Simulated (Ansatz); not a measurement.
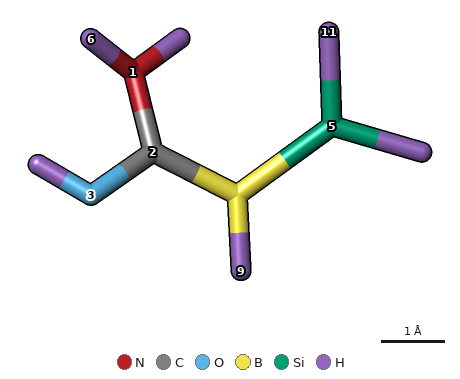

Starting structure of CH₆BNOSi. The picture is a stick view, seen face on.

The start comes from PBE-D4/def2-SVP.

Theory: RKS PBE0-D4/def2-TZVP in Ansatz.

Input
```yaml
crystal:
  periodic: [false, false, false]
  atoms:
    - {symbol: N, position_ang: [0.655293, 0.111568, 1.339458]}
    - {symbol: C, position_ang: [0.501334, -0.705317, 0.259032]}
    - {symbol: O, position_ang: [1.400476, -1.701484, 0.160035]}
    - {symbol: B, position_ang: [-0.610471, -0.595754, -0.789184]}
    - {symbol: Si, position_ang: [-1.329749, 1.111892, -1.091946]}
    - {symbol: H, position_ang: [1.587735, 0.290903, 1.727678]}
    - {symbol: H, position_ang: [-0.017449, 0.877728, 1.427657]}
    - {symbol: H, position_ang: [1.952937, -1.754974, 0.967927]}
    - {symbol: H, position_ang: [-0.888358, -1.562867, -1.469189]}
    - {symbol: H, position_ang: [-2.343362, 1.511860, -2.127324]}
    - {symbol: H, position_ang: [-0.842887, 2.359545, -0.383543]}
basis:
  gaussian: {orbitals: def2-TZVP}
hamiltonian: {xc: pbe0, dispersion: d4}
relax: {f_tol: 0.005, max_steps: 150}
```

Command:
```bash
ansatz run in.yaml --threads 4 --pin off --events-out ev --progress --plain --max-ram 10444MiB
```

**Predict the outcome.**

After 6 accepted moves (8 points after the start) the energy has fallen by 4.74 kJ/mol. The largest force component goes from 0.7 to 0.0032 eV/Å. The line search rejected the trial steps at points 5, 7 of the run. The atom that moves furthest after the best rigid fit is H11 (0.050 Å). Largest moves by element: H 0.050 Å, O 0.030 Å, Si 0.027 Å, N 0.023 Å, C 0.018 Å, B 0.006 Å. Near-neighbour distances that change, for instance: B4–Si5 1.878 → 1.855 Å, B4–H9 1.214 → 1.193 Å, Si5–H11 1.515 → 1.495 Å, Si5–H10 1.503 → 1.485 Å. The run took 25 s on 4 threads of Arm Neoverse V2, on a shared host.

Step by step:

```
step  E − E(0), kJ/mol  largest force component, eV/Å      note
   0              0.00                         0.7037          
   1             -4.31                         0.2277          
   2             -4.64                         0.1124          
   3             -4.71                         0.0493          
   4             -4.74                         0.0139          
   5             -4.72                         0.0650  rejected
   6             -4.74                         0.0191          
   7             -4.73                         0.0136  rejected
   8             -4.74                         0.0032
```

The structure at the end:

```xyz
11

N     0.6460    0.1175    1.3190
C     0.4898   -0.6932    0.2534
O     1.3878   -1.6749    0.1624
B    -0.6128   -0.5960   -0.7841
Si   -1.3130    1.0964   -1.0773
H     1.5678    0.2898    1.6937
H    -0.0148    0.8731    1.4073
H     1.9285   -1.7379    0.9598
H    -0.8755   -1.5506   -1.4497
H    -2.3039    1.5021   -2.1057
H    -0.8344    2.3167   -0.3582
```

After the run, drawn alike:

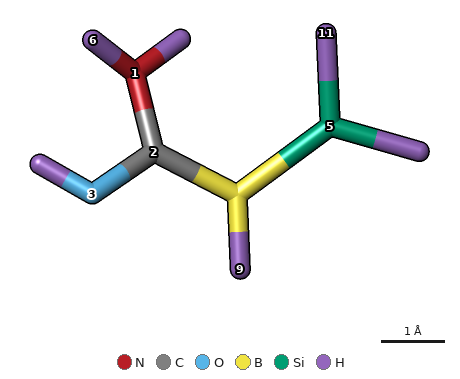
